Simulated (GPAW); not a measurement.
# CsH (Fm-3m): G0W0 with GPAW, start to end

How does a plane-wave GW calculation on CsH (Fm-3m) run from the first input to the gap?

Calculated with GPAW 26.7.0; LDA and many-body steps on it, plane waves.

The database entry behind the starting cell differs from later determinations by our own check (0.1 to 0.3 % short, probably kX units), so it need not match the best structure at ambient conditions.

### Step 1. Set-up

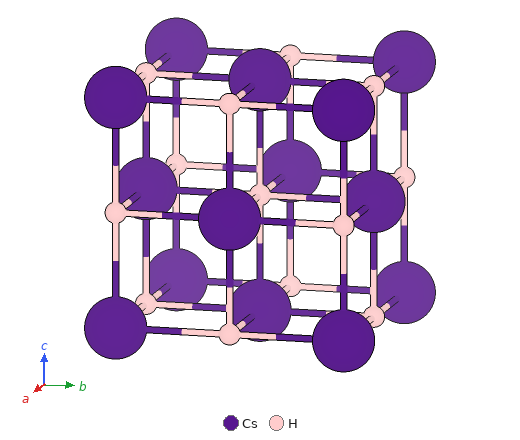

The starting structure, seen slightly off an axis (caesium purple, hydrogen pink). This picture shows the conventional cell, with its axes. Some periodic images of atoms are drawn too.

Structure file:

```
Cs H
1.0
     0.00000    3.18800    3.18800
     3.18800    0.00000    3.18800
     3.18800    3.18800    0.00000
Cs H
1 1
Cartesian
  0.0000 0.0000 0.0000
  3.1880 3.1880 3.1880
```

The cell and positions come from the Crystallography Open Database and are kept as given unless a step says otherwise. Spin-orbit coupling is left out unless a step names it.

### Step 2. Ground state

This step: GPAW 26.7.0; DFT, LDA, plane waves, PAW.

The ground-state density comes first.

File run.py:

```python
import json
import numpy as np
from gpaw.mpi import world
from ase import Atoms
from gpaw import GPAW, PW, FermiDirac

atoms = Atoms(['Cs', 'H'],
    cell=[[0.0000000000, 3.1880000000, 3.1880000000],
      [3.1880000000, 0.0000000000, 3.1880000000],
      [3.1880000000, 3.1880000000, 0.0000000000]],
    scaled_positions=[[0.0000000000, 0.0000000000, 0.0000000000],
      [0.5000000000, 0.5000000000, 0.5000000000]],
    pbc=(True, True, True))
calc = GPAW(mode=PW(600),
    xc='LDA',
    kpts={'size': (6, 6, 6), 'gamma': True},
    occupations=FermiDirac(0.001),
    nbands=-7,
    convergence={'density': 1e-6, 'bands': -3},
    maxiter=100,
    txt='gs.txt')
atoms.calc = calc
res = {'energy': atoms.get_potential_energy()}
kpts = calc.get_ibz_k_points()
res['kpts'] = kpts
res['eigenvalues'] = [calc.get_eigenvalues(kpt=k) for k in range(len(kpts))]
res['n_electrons'] = calc.get_number_of_electrons()
calc.write('gs.gpw')

if world.rank == 0:
    with open('result.json', 'w') as f:
        json.dump(res, f, default=lambda x: x.tolist())
```

Command:

```
mpirun -n 4 gpaw python run.py
```

Numbers of over 12 decimals in the logs are rounded to 6 here.

What it wrote:

```text
__  _  _
 | _ |_)|_||  |
 |__||  | ||/\| - 26.7.0

Input parameters:
  mode=PW(ecut=600.0),
  convergence={'density': 1e-06, 'bands': -3},
  kpts=MonkhorstPack(size=(6, 6, 6), gamma=True),
  maxiter=100,
  nbands=-7,
  occupations=Occupations(name='fermi-dirac', width=0.001, fixmagmom=False),
  xc=XC(name='LDA')
  [... matrices ...]
Diagonalizing LCAO Hamiltonian
Converting LCAO to pw mode

                 H

       Cs

Atoms  # Å, Bohr magnetons
|   | symbol |        x |        y |        z |    initial magnetic moments |
| 0 |     Cs | 0.000000 | 0.000000 | 0.000000 | ( 0.0000,  0.0000,  0.0000) |
| 1 |      H | 3.188000 | 3.188000 | 3.188000 | ( 0.0000,  0.0000,  0.0000) |

Unit cell  # Å
| periodic |        x |        y |        z |  lengths |    angles |
|      yes | 0.000000 | 3.188000 | 3.188000 | 4.508513 | 60.000000 |
|      yes | 3.188000 | 0.000000 | 3.188000 | 4.508513 | 60.000000 |
|      yes | 3.188000 | 3.188000 | 0.000000 | 4.508513 | 60.000000 |

Number of symmetries: 48
Symmetry operations  # r_c * U_cc + t_c -> r_c
|    | kind |            matrix            |
|  0 |  σ   |  1, 0, 0,  1, 0,-1,  1,-1, 0 |
|  1 |  C2  |  1, 0, 0,  1,-1, 0,  1, 0,-1 |
|  2 |  E   |  1, 0, 0,  0, 1, 0,  0, 0, 1 |
|  3 |  σ   |  1, 0, 0,  0, 0, 1,  0, 1, 0 |
|  4 |  C4  |  1, 0,-1,  1, 0, 0,  1,-1, 0 |
|  5 |  S6  |  1, 0,-1,  1,-1, 0,  1, 0, 0 |
|  6 |  σ   |  1, 0,-1,  0, 1,-1,  0, 0,-1 |
|  7 |  C3  |  1, 0,-1,  0, 0,-1,  0, 1,-1 |
|  8 |  S6  |  1,-1, 0,  1, 0, 0,  1, 0,-1 |
|  9 |  C4  |  1,-1, 0,  1, 0,-1,  1, 0, 0 |
| 10 |  C3  |  1,-1, 0,  0,-1, 1,  0,-1, 0 |
| 11 |  σ   |  1,-1, 0,  0,-1, 0,  0,-1, 1 |
| 12 |  σ   |  0, 1, 0,  1, 0, 0,  0, 0, 1 |
| 13 |  C4  |  0, 1, 0,  0, 1,-1, -1, 1, 0 |
| 14 |  C3  |  0, 1, 0,  0, 0, 1,  1, 0, 0 |
| 15 |  S6  |  0, 1, 0, -1, 1, 0,  0, 1,-1 |
| 16 |  C2  |  0, 1,-1,  1, 0,-1,  0, 0,-1 |
| 17 |  σ   |  0, 1,-1,  0, 1, 0, -1, 1, 0 |
| 18 |  S4  |  0, 1,-1,  0, 0,-1,  1, 0,-1 |
| 19 |  C4  |  0, 1,-1, -1, 1, 0,  0, 1, 0 |
| 20 |  C3  |  0, 0, 1,  1, 0, 0,  0, 1, 0 |
| 21 |  σ   |  0, 0, 1,  0, 1, 0,  1, 0, 0 |
| 22 |  S6  |  0, 0, 1,  0,-1, 1, -1, 0, 1 |
| 23 |  C4  |  0, 0, 1, -1, 0, 1,  0,-1, 1 |
| 24 |  S4  |  0, 0,-1,  1, 0,-1,  0, 1,-1 |
| 25 |  C3  |  0, 0,-1,  0, 1,-1,  1, 0,-1 |
| 26 |  C2  |  0, 0,-1,  0,-1, 0, -1, 0, 0 |
| 27 |  S6  |  0, 0,-1, -1, 0, 0,  0,-1, 0 |
| 28 |  S4  |  0,-1, 1,  1,-1, 0,  0,-1, 0 |
| 29 |  C4  |  0,-1, 1,  0, 0, 1, -1, 0, 1 |
| 30 |  C2  |  0,-1, 1,  0,-1, 0,  1,-1, 0 |
| 31 |  σ   |  0,-1, 1, -1, 0, 1,  0, 0, 1 |
| 32 |  C3  |  0,-1, 0,  1,-1, 0,  0,-1, 1 |
| 33 |  S6  |  0,-1, 0,  0, 0,-1, -1, 0, 0 |
| 34 |  S4  |  0,-1, 0,  0,-1, 1,  1,-1, 0 |
| 35 |  C2  |  0,-1, 0, -1, 0, 0,  0, 0,-1 |
| 36 |  C2  | -1, 1, 0,  0, 1, 0,  0, 1,-1 |
| 37 |  S6  | -1, 1, 0,  0, 1,-1,  0, 1, 0 |
| 38 |  S4  | -1, 1, 0, -1, 0, 1, -1, 0, 0 |
| 39 |  C3  | -1, 1, 0, -1, 0, 0, -1, 0, 1 |
| 40 |  S6  | -1, 0, 1,  0, 0, 1,  0,-1, 1 |
| 41 |  C2  | -1, 0, 1,  0,-1, 1,  0, 0, 1 |
| 42 |  C3  | -1, 0, 1, -1, 1, 0, -1, 0, 0 |
| 43 |  S4  | -1, 0, 1, -1, 0, 0, -1, 1, 0 |
| 44 |  C2  | -1, 0, 0,  0, 0,-1,  0,-1, 0 |
| 45 |  i   | -1, 0, 0,  0,-1, 0,  0, 0,-1 |
| 46 |  σ   | -1, 0, 0, -1, 1, 0, -1, 0, 1 |
| 47 |  C2  | -1, 0, 0, -1, 0, 1, -1, 1, 0 |

BZ-sampling:
  Number of BZ points: 216
  Number of IBZ points: 16

  Monkhorst-Pack size: [6, 6, 6]
  Monkhorst-Pack shift: [0.083333, 0.083333, 0.083333]

K-points  # in reciprocal-cell coordinates
|     |                                coordinates |     weight |
|   0 | (  0.00000000,   0.00000000,   0.00000000) | 0.00462963 |
|   1 | (  0.16666667,   0.16666667,   0.00000000) | 0.02777778 |
|   2 | (  0.16666667,   0.16666667,   0.16666667) | 0.03703704 |
|   3 | (  0.33333333,   0.16666667,   0.16666667) | 0.05555556 |
|   4 | (  0.33333333,   0.33333333,  -0.33333333) | 0.05555556 |
|   5 | (  0.33333333,   0.33333333,   0.00000000) | 0.02777778 |
|   6 | (  0.33333333,   0.33333333,   0.16666667) | 0.11111111 |
|   7 | (  0.33333333,   0.33333333,   0.33333333) | 0.03703704 |
|   8 | (  0.50000000,   0.33333333,  -0.33333333) | 0.11111111 |
|   9 | (  0.50000000,   0.33333333,  -0.16666667) | 0.05555556 |
| ... |                                            |            |
|  15 | (  0.50000000,   0.50000000,   0.50000000) | 0.01851852 |

Plane wave coefficients: 2200
Cutoff: 600.0 eV

Spin-components: 1 (collinear spins)
Bands:           12
Projectors:      8
Spin-degeneracy: 2
Datatype:        complex128

  Storage: CPU
  Wave functions: 6_478_848 bytes (1_619_712 per core)
  Projectors: 10_258_176 bytes (2_564_544 per core)
  [... matrices ...]
Parallelization:
  kpt:    4
  domain: 1
  band:   1

Density:
  Valence electrons: 10.0
  Components: 1
  Grid points: [27 27 27]
  Charge: 0.0  # |e|

Potential:
  Grid points: [27 27 27]

species:
  Cs:
    name:    Caesium
    Z:       55.0
    valence: 9
    core:    46
    charge:  0.0  # [|e|]
    compensation charges:
      type: gauss
      rc: 0.33  # [Å]
      lmax: 2
    cutoffs:
      filter: 2.06  # [Å]
      core: 2.51  # [Å]
    projectors
    | kind |    occ | energy [eV] | rcut [Å] |
    |   5s |  2.000 |     -26.872 |    1.164 |
    |   6s |  1.000 |      -2.224 |    1.164 |
    |   5p |  6.000 |     -13.611 |    1.058 |
    |    p |        |      13.601 |    1.058 |
    |    d |        |       0.000 |    1.058 |

    Using partial waves for Cs as LCAO basis

  H:
    name:    Hydrogen
    Z:       1.0
    valence: 1
    core:    0
    charge:  0.0  # [|e|]
    compensation charges:
      type: gauss
      rc: 0.15  # [Å]
      lmax: 2
    cutoffs:
      filter: 0.85  # [Å]
      core: 0.53  # [Å]
    projectors
    | kind |    occ | energy [eV] | rcut [Å] |
    |   1s |  1.000 |      -6.353 |    0.476 |
    |    s |        |      20.858 |    0.476 |
    |    p |        |       0.000 |    0.476 |

    Using partial waves for H as LCAO basis

Reference energy: -211646.394224  # eV

eigensolver:
  PPCG
  Converge bands: -3
  niter=2

density mixing:
  MSR1-Mixer
  Pratt-step length: 0.05
  Maximum mixing coefficient: 0.75
  Old densities: 10
  SVD Regularization: 0.005
  Good broyden scale: 1.0
  Trust region scale: 1.0
  Backstep threshold: 4.0
  History deletion threshold: 6.0
  Fourier metric: weight=20.0, sigma=0.015

occupation numbers:
  Fermi-Dirac:
    width: 0.0010  # eV

poisson solver:
  ecut: 4800.0  # eV

xc functional:
  name: None

Initialization done in: 0.765 s

convergence criteria:
- Maximum integral of absolute [dens]ity change: 1e-06 electrons / valence electron
- Maximum [total energy] change in last 3 cyles: 0.0005 eV / valence electron
- Maximum integral of absolute [eigenst]ate change: 4e-08 eV^2 / valence electron
maximum number of iterations: 100

SCF iterations
|iter     |     time |      energy | eigst |  dens |
|iter:   1|  |   -6.093428 | +1.70 |       |
|iter:   2|  |   -5.883886 | +0.80 | -0.88 |
|iter:   3|  |   -4.876789 | -0.08 | -0.91 |
|iter:   4|  |   -4.872001 | -1.25 | -1.62 |
|iter:   5|  |   -4.871842c| -2.36 | -1.91 |
|iter:   6|  |   -4.871840c| -3.89 | -2.95 |
|iter:   7|  |   -4.871841c| -5.47 | -3.55 |
|iter:   8|  |   -4.871841c| -6.59 | -4.35 |
|iter:   9|  |   -4.871841c| -7.26 | -5.25 |
|iter:  10|  |   -4.871841c| -7.71c| -5.97 |
|iter:  11|  |   -4.871841c| -8.12c| -6.30c|

Converged in 11 steps
SCF loop duration: 2.164 s (0.197 s/step)
Energy contributions relative to reference atoms: (reference = -211646.394224)
  [... matrices ...]
Energy contributions:
  Kinetic:           2.480775
  Coulomb:          -2.168939
  Zero:             -0.032562
  External:          0.000000
  Xc:               -5.151115
  Entropy:          -0.000000
  Spinorbit:         0.000000
  ----------------------------
  Free energy:      -4.871841
  Extrapolated:     -4.871841

dipole moment: (-35.920873, -35.920873, -35.920873)  # |e|*Ang

Fermi level: 2.985
Eigenvalues  # (at kpt = [0.000, 0.000, 0.000])
| band index |      eig [eV] | occ [0-2] |
|          0 |       -18.876 |     2.000 |
|          1 |        -5.287 |     2.000 |
|          2 |        -5.287 |     2.000 |
|          3 |        -5.287 |     2.000 |
|          4 |         0.753 |     2.000 |
|          5 |         7.624 |     0.000 |
|          6 |         7.624 |     0.000 |
|          7 |         7.624 |     0.000 |
|          8 |         8.284 |     0.000 |
|          9 |         9.445 |     0.000 |
|         10 |         9.445 |     0.000 |
|         11 |        11.076 |     0.000 |

Gap: 1.945 eV
Transition (v -> c):
  (s=0, k=15, n=4, [0.50, 0.50, 0.50]) -> (s=0, k=15, n=5, [0.50, 0.50, 0.50])
No difference between direct/indirect transitions
# Writing to gs.gpw (mode='')
  [... matrices ...]
```

The job ended after 4.4 s (4 MPI ranks of Arm Neoverse V2, shared host; peak memory 0.64 GiB).

Numbers from this step:

* total energy: -4.872 eV
* gap: 1.945 eV
* k of the valence top: 0.5, 0.5, 0.5
* k of the conduction bottom: 0.5, 0.5, 0.5
* least direct gap: 1.945 eV

The gap is direct, at (0.500, 0.500, 0.500).

### Step 3. Empty states on the mesh, 4×4×4 mesh, 157 bands

The sums over transitions need many empty states on a uniform mesh; this step solves for them.

File run.py:

```python
import json
import numpy as np
from gpaw.mpi import world
from gpaw import GPAW

calc = GPAW('gs.gpw').fixed_density(kpts={'size': (4, 4, 4), 'gamma': True},
    parallel={'domain': 1, 'band': 1},
    txt='nscf.txt')
calc.diagonalize_full_hamiltonian(nbands=157)
calc.write('full.gpw', mode='all')
res = {}
kpts = calc.get_ibz_k_points()
res['kpts'] = kpts
res['eigenvalues'] = [calc.get_eigenvalues(kpt=k) for k in range(len(kpts))]
res['n_electrons'] = calc.get_number_of_electrons()

if world.rank == 0:
    with open('result.json', 'w') as f:
        json.dump(res, f, default=lambda x: x.tolist())
```

Command:

```
mpirun -n 4 gpaw python run.py
```

What it wrote:

```text
Diagonalizing LCAO Hamiltonian
Converting LCAO to pw mode
convergence criteria:
- Maximum integral of absolute [eigenst]ate change: 4e-08 eV^2 / valence electron
maximum number of iterations: 100

SCF iterations
|iter     |     time |      energy | eigst |  dens |
|iter:   1|  |             | +2.03 |       |
|iter:   2|  |             | +0.61 |       |
|iter:   3|  |             | -0.19 |       |
|iter:   4|  |             | -1.75 |       |
|iter:   5|  |             | -3.39 |       |
|iter:   6|  |             | -5.32 |       |
|iter:   7|  |             | -6.83 |       |
|iter:   8|  |             | -7.41c|       |
SCF steps: 8
  __  _  _
 | _ |_)|_||  |
 |__||  | ||/\| - 26.7.0

Input parameters:
  mode=PW(ecut=600.0),
  convergence={'density': 1e-06, 'bands': -3},
  gpts=array([27, 27, 27]),
  kpts=MonkhorstPack(size=(4, 4, 4), gamma=True),
  maxiter=100,
  nbands=12,
  occupations=Occupations(name='fermi-dirac', width=0.001, fixmagmom=False),
  parallel={'domain': 1, 'band': 1},
  xc=XC(name='LDA')
Matrix size: 2141x2141
# Writing to full.gpw (mode='all')
  [... matrices ...]

timing:  # [seconds]
  Total: 16.549  # ━━━━━━━━━━━━━━━━━━━━━━━━━━━━━━━━━━━━━━━━━━━━━━━━━━━━━━━━━━
```

The job ended after 20 s (4 MPI ranks; peak memory 2.2 GiB).

Numbers from this step:

```
gap                                                           : 1.945 eV
k of the valence top                                          : 0.5, 0.5, 0.5
k of the conduction bottom                                    : 0.5, 0.5, 0.5
least direct gap                                              : 1.945 eV
k points computed                                             : 8
lowest point of the top converged band, above the valence top : 93.1577 eV
```

On this mesh the gap is 1.945 eV.

### Step 4. Screening and self-energy, 4×4×4 mesh, 147 bands, screening to 100 eV

G0W0 replaces the xc potential by the self-energy, built once from these orbitals. Only a window of levels is corrected, while the sums run over the empty bands that the input names.

This step: G0W0 on LDA, plane waves, PAW.

File run.py:

```python
import json
import numpy as np
from gpaw.mpi import world
from gpaw.response.g0w0 import G0W0

gw = G0W0('full.gpw',
    filename='gw',
    kpts=[0, 7],
    bands=(3, 7),
    ecut=100,
    nbands=147,
    integrate_gamma='WS',
    ppa=True)
gw.calculate()
res = {mode: {k: v for k, v in r.items() if k != 'sigma_eskwn'}
       for mode, r in gw.all_results.items()}

if world.rank == 0:
    with open('result.json', 'w') as f:
        json.dump(res, f, default=lambda x: x.tolist())
```

Command:

```
mpirun -n 4 gpaw python run.py
```

What it wrote:

```text
Using integrator: PointIntegrator
FrequencyGridDescriptor(from 0.000+0.000j to 0.000+27.211j eV, 2 points)
Nonperiodic BCs:  [False False False]
Using integrator: PointIntegrator
FrequencyGridDescriptor(from 0.000+0.000j to 0.000+27.211j eV, 2 points)
Nonperiodic BCs:  [False False False]
  ___  _ _ _
 |   || | | |
 | | || | | |
 |__ ||_____|
 |___|

BZ k-points: Symmetries present (total): 48

  [... matrices ...]
64 k-points: 4 x 4 x 4 Monkhorst-Pack grid + [1/8,1/8,1/8]
8 k-points in the irreducible part of the Brillouin zone
       k-points in crystal coordinates                weights
   0:     0.00000000    0.00000000    0.00000000          1/64
   1:     0.25000000    0.25000000    0.00000000          6/64
   2:     0.25000000    0.25000000    0.25000000          8/64
   3:     0.50000000    0.25000000   -0.25000000          6/64
   4:     0.50000000    0.25000000    0.25000000         12/64
   5:     0.50000000    0.50000000    0.00000000          3/64
   6:     0.50000000    0.50000000    0.25000000         24/64
   7:     0.50000000    0.50000000    0.50000000          4/64

Distributing spins, k-points and bands (1 x 2 x 4) over 4 processes
Number of blocks: 1

Quasi particle states:
k-points (IBZ indices): [0, 7]
Band range: (3, 7)
  [... matrices ...]
Computational parameters:
Plane wave cut-off: 100 eV
Number of bands: 147
Coulomb cutoff: None
Broadening: 0.1 eV

fxc modes: GW
Kernel: RPA
Using Godby-Needs plasmon-pole approximation:
  Fitting energy: i*E0, E0 = 1.000 Hartree
Summing all q:

Calculating screened Coulomb potential
No Coulomb truncation
FrequencyGridDescriptor(from 0.000+0.000j to 0.000+27.211j eV, 2 points)
Removing empty qpoint cache files...

Calculating chi0 body with:
    Ground state adapter containing:
    Number of spins: 1
    Number of kpoints: 64
    Number of irreducible kpoints: 8
    Number of completely occupied states: 5
    Number of partially occupied states: 5
    Occupied states memory: 1.501694 M / cpu

    Linear response parametrization:
    q_c: [0.0, 0.0, 0.0]
    Number of frequency points: 2
    Planewave cutoff: 100.0
    Number of bands: 147
    Number of planewaves: 169
    Broadening (eta): 1e-06
    comm.size: 4
    kncomm.size: 4
    blockcomm.size: 1

    Memory estimate of potentially large arrays:
        chi0_wGG: 0.871613 M / cpu
Integrating chi0 body.

Symmetries of q_c:
    Direct symmetries (Uq -> q): 48
    Indirect symmetries (TUq -> q): 0
In total 48 allowed symmetries.

  [... matrices ...]
8 groups of equivalent kpoints. 87.5% reduction.

Integral kind: response function
Integrating chi0 head and wings.

Symmetries of q_c:
    Direct symmetries (Uq -> q): 48
    Indirect symmetries (TUq -> q): 0
In total 48 allowed symmetries.

  [... matrices ...]
8 groups of equivalent kpoints. 87.5% reduction.

Integral kind: response function wings

Calculating chi0 body with:
    Ground state adapter containing:
    Number of spins: 1
    Number of kpoints: 64
    Number of irreducible kpoints: 8
    Number of completely occupied states: 5
    Number of partially occupied states: 5
    Occupied states memory: 1.501694 M / cpu

[... the further q-points ...]

Results:
f:      Occupation numbers
eps:     KS-eigenvalues [eV]
vxc:     KS vxc [eV]
exx:     Exact exchange [eV]
sigma:   Self-energies [eV]
dsigma:  Self-energy derivatives
Z:       Renormalization factors
qp:      QP-energies [eV]

k-point 0 (0): (0.000, 0.000, 0.000)                GW
band       f     eps     vxc     exx   sigma  dsigma       Z      qp
                                                                   GW
   3   1.000  -5.287 -17.429 -21.627   2.240  -0.244   0.804  -6.861
   4   1.000   0.753  -9.039 -12.489   1.608  -0.265   0.790  -0.703
   5   0.000   7.624  -9.184  -4.245  -3.549  -0.199   0.834   8.783
   6   0.000   7.624  -9.184  -4.245  -3.549  -0.199   0.834   8.783

k-point 1 (7): (0.500, 0.500, 0.500)                GW
band       f     eps     vxc     exx   sigma  dsigma       Z      qp
                                                                   GW
   3   1.000  -5.384 -17.260 -21.483   2.249  -0.244   0.804  -6.970
   4   1.000   2.622 -10.854 -14.036   1.368  -0.261   0.793   1.184
   5   0.000   4.567  -7.650  -3.578  -3.107  -0.183   0.846   5.382
   6   0.000   7.188  -9.015  -4.374  -3.364  -0.195   0.837   8.256
```

Run time: 37 s. Hardware: 4 MPI ranks; peak memory 1.1 GiB; 2.5 min of CPU time.

Numbers from this step:

```
G0W0 gap on the points computed              : 4.199 eV
least direct G0W0 gap on the computed points : 4.199 eV
Z at the valence top                         : 0.7931
Z at the conduction bottom                   : 0.8456
starting gap on the mesh                     : 1.945 eV
k of the valence top                         : 0.5, 0.5, 0.5
k of the conduction bottom                   : 0.5, 0.5, 0.5
```

The gap on the mesh goes from 1.95 eV to 4.20 eV, a correction of +2.25 eV.

Limits: finite bands, cutoff and mesh; no spin-orbit coupling. v1 is the top filled band, c1 the lowest empty one. The levels before and after the correction (eV, zero at the valence-band top of each column):

```tsv
	conduction bottom	valence top
Kohn-Sham	1.95	0.00
G0W0	4.20	0.00
```

```tsv
	level	energy (eV)
Kohn-Sham	(0.5 0.5 0.5) v2	-8.006
Kohn-Sham	(0.5 0.5 0.5) v1	0.000
Kohn-Sham	(0.5 0.5 0.5) c1	1.945
Kohn-Sham	(0.5 0.5 0.5) c2	4.566
G0W0	(0.5 0.5 0.5) v2	-8.153
G0W0	(0.5 0.5 0.5) v1	0.000
G0W0	(0.5 0.5 0.5) c1	4.199
G0W0	(0.5 0.5 0.5) c2	7.073
```

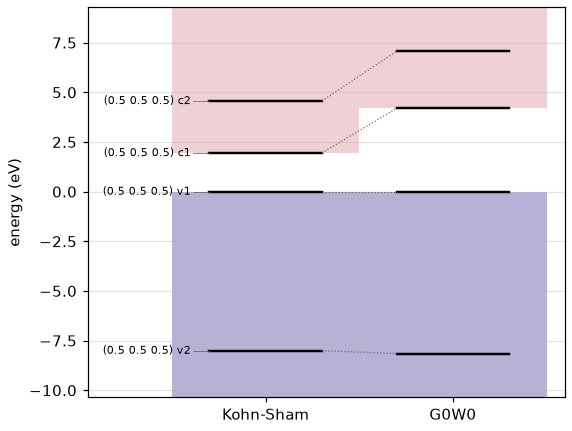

Levels before and after the correction. Shaded: valence and conduction bands.

### Step 5. Where the time went

Times are wall times on 4 MPI ranks of Arm Neoverse V2, shared host, good to a factor of about two.

```tsv
step	time	share	memory (GiB)
ground state	4.4 s	7 %	0.64
empty states on the mesh	20 s	32 %	2.2
screening and self-energy	37 s	61 %	1.1
```

### Step 6. Outcome

| Property | Result |
| --- | --- |
| LDA gap | 1.95 eV, direct |
| G0W0 gap on the mesh | 4.20 eV |
| GW settings | 4×4×4 mesh, 147 bands, screening to 100 eV, Godby-Needs plasmon pole |
| known limits | not at the basis limit; no spin-orbit coupling |

G0W0 moves the gap on the mesh from 1.95 eV to 4.20 eV (+2.25 eV), with Z of 0.79 and 0.85 at the edges. Only 2 of the mesh's irreducible points were corrected, so a valley elsewhere could overtake. The dearest step here is «screening and self-energy». Bands and cutoff are finite, so the gap is not at the basis limit. The miss can reach some tenths of an eV and take either sign; the mesh is an error of its own. These stock PAW sets were not made for GW. In the G0W0 run levels were corrected at 2 k points alone, so a gap called «on the mesh» is the least over those, and an edge elsewhere would be missed. The many-body steps are scalar-relativistic: spin-orbit coupling is not in them.

[Paths, hosts, dates, memory and timing lines, banners, echoed tables and standing remarks are left out of the program output.]

[Logs are printed without paths, hosts, clocks, repeated set-up lines and the standing remarks that a program may print on its own settings, such as how far it seeks lower states.]

[Runs of the session that timed out or met a known fault of the program may be left out.]

[Hosts, paths, dates, database ids (printed as entryN), source tags and the programs' standing remarks are cut or masked in the printed files.]
